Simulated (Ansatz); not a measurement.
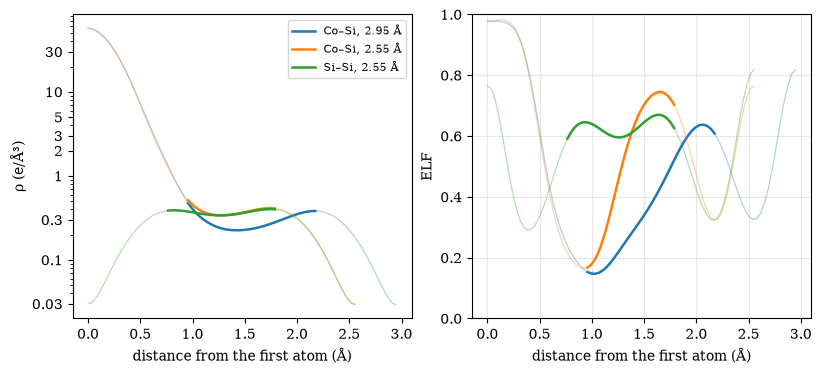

The picture shows: CoSi3. Valence pseudo-density and ELF along straight lines between neighbouring atoms. Thin, pale parts lie inside the atomic spheres.

Space group Fm-3m; started from the BiF3 (D0_3) prototype, which need not be the ambient phase; computed pressure about −6 GPa in this cell; computed without spin polarisation.

Level of theory: DFT r2SCAN, scalar-relativistic, plane waves, PAW (Ansatz).

The density is the valence pseudo-density of a PAW calculation; it isn't the true density close to the nuclei.

Input file:

```
crystal:
  lattice:
    - [0.0, 2.9483366004, 2.9483366004]
    - [2.9483366004, 0.0, 2.9483366004]
    - [2.9483366004, 2.9483366004, 0.0]
  atoms:
    - { symbol: Si, position: [0.25, 0.25, 0.25] }
    - { symbol: Si, position: [0.75, 0.75, 0.75] }
    - { symbol: Si, position: [0.5, 0.5, 0.5] }
    - { symbol: Co, position: [0.0, 0.0, 0.0] }
basis:
  ecutwfc: 500
kpoints:
  mp_grid: { grid: [12, 12, 12] }
hamiltonian:
  xc: r2scan
scf:
  occupations: { method: gaussian, width: 0.1 }
  lower_state_search: "off"
output:
  forces: true
  stress: true
  eigenvalues: true
  write_density: true
  write_potential: true
  elf: true
  volumetric_format: npy
```

Command:

```sh
ansatz run input.yaml --threads 1 --pin off --max-ram 2560MiB --backend cpu --events-out ev --progress --plain --runs-dir out
```

Below, planes, directions and counts refer to the conventional cell (a = 5.90 Å, b = 5.90 Å, c = 5.90 Å, α = 90.00°, β = 90.00°, γ = 90.00°).

**Compare the contacts.**

Co–Si (2.95 Å): the density is about 0.23 e/Å³ at the midpoint; the ELF peaks at about 0.65 in the valence shell of Si, 0.9 Å from its nucleus, and drops to about 0.15 between the two atoms.
Co–Si (2.55 Å): the density is about 0.34 e/Å³ at the midpoint; the ELF peaks at about 0.75 in the valence shell of Si, 0.9 Å from its nucleus, and is about 0.50 at the midpoint.
Si–Si (2.55 Å): ρ is about 0.34 e/Å³ halfway; the ELF peaks at about 0.65 between the atoms.
